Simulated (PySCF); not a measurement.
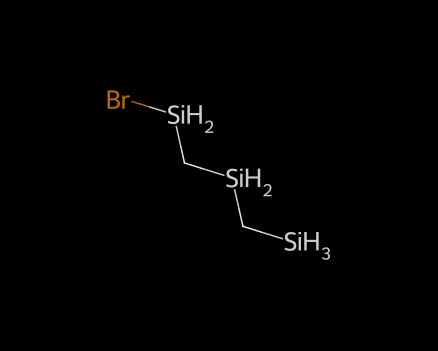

The geometry was computed by an optimisation with GFN2-xTB. No frequency run is at hand to confirm it as a minimum. Method: B3LYP/def2-SVPD, gas phase (PySCF 2.14.0). Excitations: vertical, linear response.

Q: Give the mean static polarisability at this level.

A: 128.2 bohr³.

Q: What is the HOMO energy (Kohn–Sham orbital)?

A: −7.78 eV.

Q: Estimate the dipole moment.

A: 2.54 D.

Q: What is the lowest vertical singlet excitation?

A: 6.32 eV.

The geometry is semi-empirical. Around Br, Si such bond lengths and angles can be off by a tenth of an ångström or more and by several degrees, and values that hang on the shape move with them.
